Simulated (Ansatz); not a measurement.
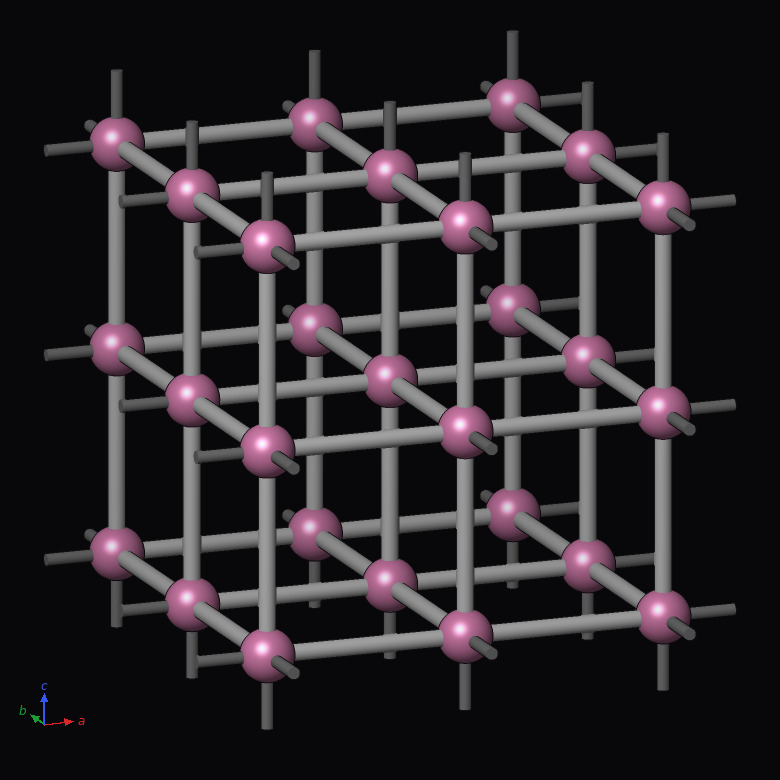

The picture shows a finite piece of the underlying net of a crystal structure, nodes on the atoms' positions. Nodes are coloured by topological kind. Short stubs are edges that leave the cut-out.

**Classify the net: periodicity, connectivity, name.**

A uninodal 6-connected, three-periodic net. It is the pcu net, known from NaCl, ReO3 and the B-X framework of perovskite.

**Give point symbol and coordination sequence.**

4^12.6^3, sequence 6, 18, 38, 66, 102, 146.

Origin of the net. NaPbI₃ (space group Pm-3m, No. 221): the geometry relaxed with Ansatz 0.2.0, DFT, PBEsol, plane waves, PAW; the starting structure was generated, so it need not be a known form of this composition. Bonds are taken as I–Pb below 3.5 Å. Simplification: prune 0- and 1-connected atoms, fold 2-connected ones into links. Pb is a 6-connected node. I becomes part of the edges. Na drops out.
